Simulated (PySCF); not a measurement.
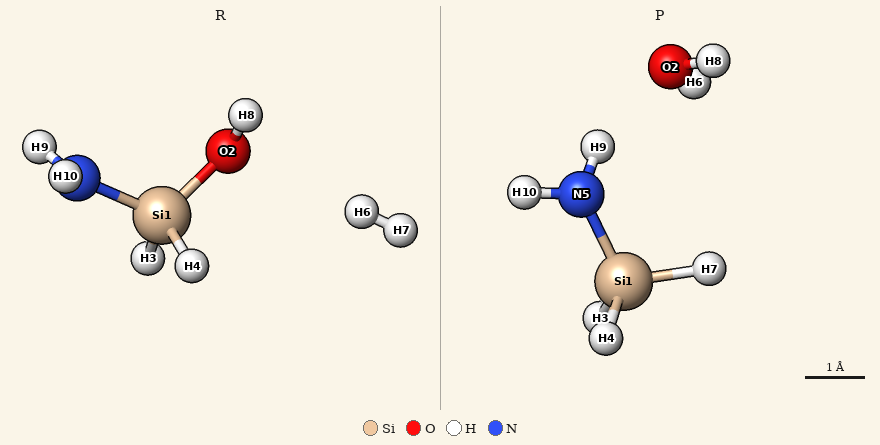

Reactant (R) and product (P) of one elementary step of SiNH₇O. The picture is a ball-and-stick view, seen at a tilt.

Stationary points at PBE0-D4/def2-TZVP, single-point energies with CCSD(T)/CBS (def2-TZVPP where no basis is named; PySCF 2.14.0). The energies are electronic, without zero-point or thermal terms, and both ends are the minima reached downhill from the saddle, with any fragments still in contact. CCSD(T)/CBS stands for a frozen-core estimate: MP2 correlation extrapolated from def2-TZVPP and def2-QZVPP, CCSD(T) minus MP2 from the smaller set.

R:
```xyz
10

Si   -0.4816   -0.2747   -0.2993
O     0.9350    0.4608    0.1230
H    -0.0156   -1.5621   -0.8590
H    -1.3568   -0.4494    0.8901
N    -1.4481    0.5605   -1.4277
H     2.3155   -0.7893    2.0014
H     2.6146   -1.1019    2.6114
H     0.8757    1.3407    0.4987
H    -1.1801    0.7267   -2.3825
H    -2.2586    1.0888   -1.1561
```

P:
```xyz
10

Si   -0.9164   -1.1292    0.4535
O     1.8724    1.4961   -0.4582
H    -0.4707   -2.3460   -0.2958
H    -2.2771   -1.4227    0.9779
N    -0.9605    0.3390   -0.4278
H     2.5819    0.8498   -0.4259
H     0.0348   -0.9531    1.5854
H     1.8690    1.9145    0.4064
H    -0.0806    0.7787   -0.6692
H    -1.6528    0.4729   -1.1463
```

What is the transition state like, and how high is the barrier?

Answer. Counted by bonded pieces, R holds H₂ + SiH₅NO and P holds H₂O + SiH₅N. From R over the saddle to P, bonds form: Si1–H7 (4.33 → 1.76 → 1.49 Å), O2–H6 (2.65 → 1.20 → 0.96 Å). Bonds break: Si1–O2 (1.65 → 1.90 → 3.94 Å), H6–H7 (0.75 → 1.04 → 3.71 Å). The saddle has one imaginary mode, 1341i cm⁻¹. With CCSD(T)/CBS the barrier is 56.1 kcal/mol from R and 37.8 kcal/mol from P, and P lies 18.3 kcal/mol above R.

Saddle geometry:

```xyz
10

Si   -0.1767   -0.5596    0.1304
O     1.4563    0.3798   -0.0956
H     0.3125   -1.7829   -0.5445
H    -1.3149   -0.9593    1.0159
N    -1.0304    0.6422   -0.7587
H     1.3688   -0.1045    1.0037
H     0.7564   -0.6858    1.6160
H     1.3359    1.3359   -0.0515
H    -0.6719    1.0893   -1.5863
H    -2.0360    0.6449   -0.7293
```

The saddle point in the same view, with dashed sticks for the bonds that form or break:

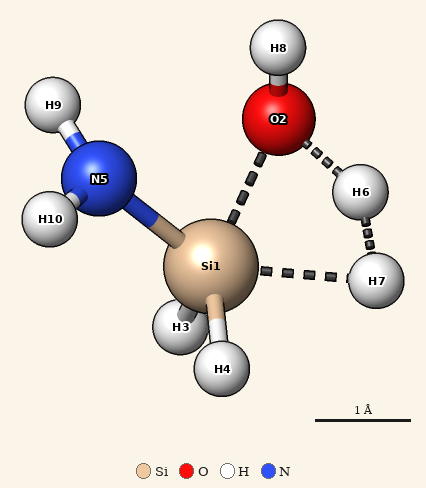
